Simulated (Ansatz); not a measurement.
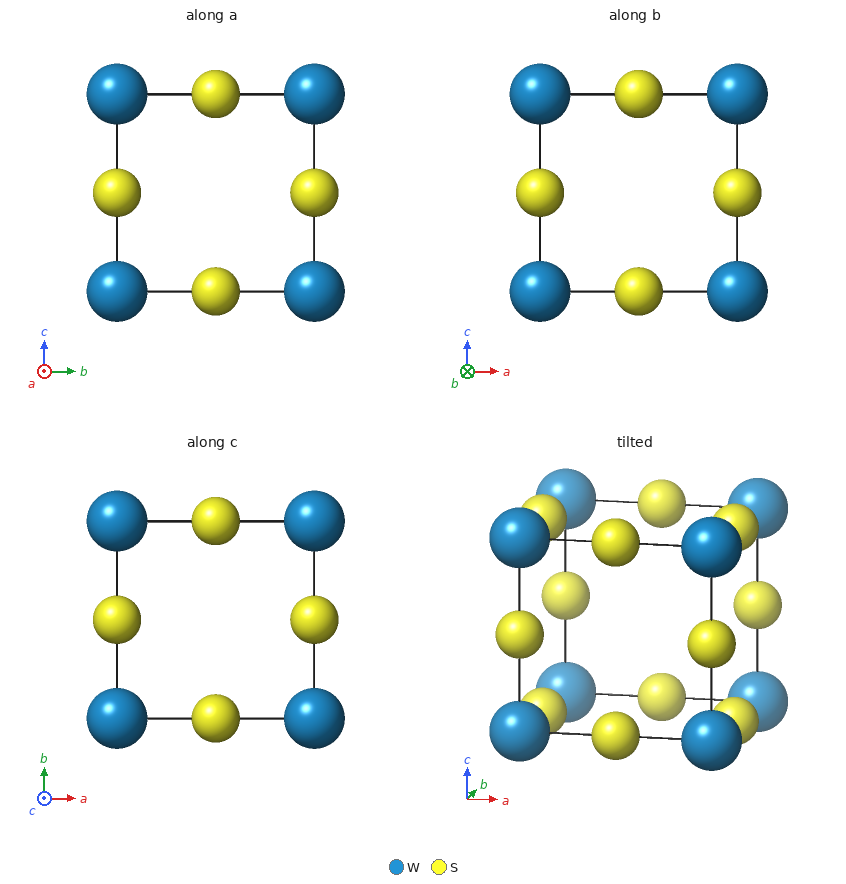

The figure gives a spheres-only picture of the atoms, viewed along the a axis, along the b axis, along the c axis and slightly off an axis. The lines enclose the conventional unit cell; boundary atoms appear with their images.

Lattice parameters: a = 4.6116 Å, b = 4.6116 Å, c = 4.6116 Å, α = 90.000°, β = 90.000°, γ = 90.000°.

**Put the structure into a CIF in P1 with every atom of the cell.**

```cif
data_structure
_symmetry_space_group_name_H-M 'P 1'
_symmetry_Int_Tables_number 1
_cell_length_a 4.6116
_cell_length_b 4.6116
_cell_length_c 4.6116
_cell_angle_alpha 90.000
_cell_angle_beta 90.000
_cell_angle_gamma 90.000
_cell_volume 98.07
loop_
_atom_site_label
_atom_site_type_symbol
_atom_site_fract_x
_atom_site_fract_y
_atom_site_fract_z
_atom_site_occupancy
W1 W 0.0000 0.0000 0.0000 1
S1 S 0.0000 0.0000 0.5000 1
S2 S 0.0000 0.5000 0.0000 1
S3 S 0.5000 0.0000 0.0000 1
```

The model was built from a structure type filled with these elements by a generator (whether the compound takes this form wasn't checked). Earlier steps of the study, as a rule a relaxation of our own, may have changed the cell and positions, so they can lie some per cent off the listed ones. A calculation with Ansatz used it as input.
